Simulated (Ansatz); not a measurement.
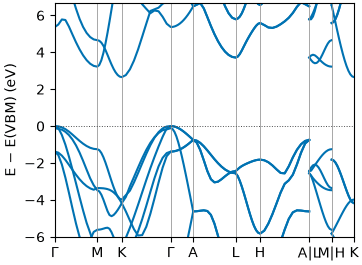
Figure. Band structure from the program Ansatz at the r²SCAN level (PAW)

Q: Read off the gap and where the band edges lie.

A: About 2.7 eV (2.65 eV by a search for the band edges); maximum at Γ, minimum at K.

The material is SiC (wurtzite, space group No. 186).

Space group P6_3mc (wurtzite). The r²SCAN relaxation kept the symmetry of its start; phonons on a q-mesh show no instability.

Potentials: the later of the program's two PAW sets.
